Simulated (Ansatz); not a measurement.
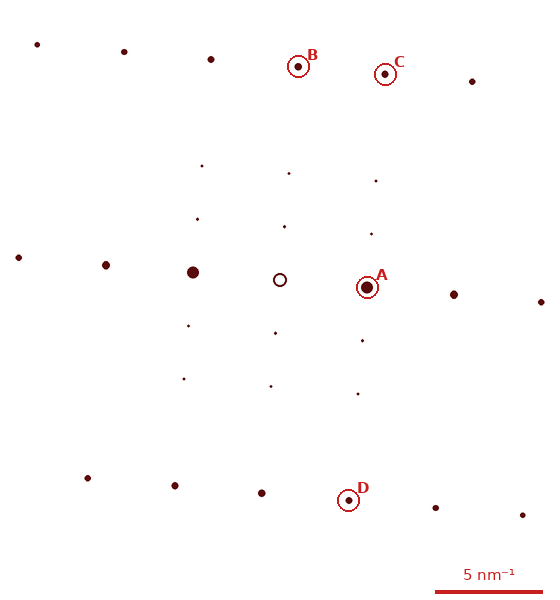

The pattern is a kinematic simulation for 200 kV electrons (no multiple scattering; isotropic B = 0.5 Å²). The zone axis points towards the electron source and the pattern is seen from the source side.

The sample is EuPt3, space group Fm-3m (No. 225), a = 6.878 Å. Structure: the input geometry of an electronic-structure calculation (not necessarily at equilibrium); the starting structure was generated, so it need not be a known form of this composition.

Spot A is indexed 0 -2 2 and spot B 4 -4 -4.

### Index the other marked spots.

C = A + B = 4 -6 -2 (d = 0.919 Å). D = A − B = -4 2 6 (d = 0.919 Å).

### Find the zone axis.

The cross product of A and B is parallel to [211]; every spot obeys hu + kv + lw = 0.
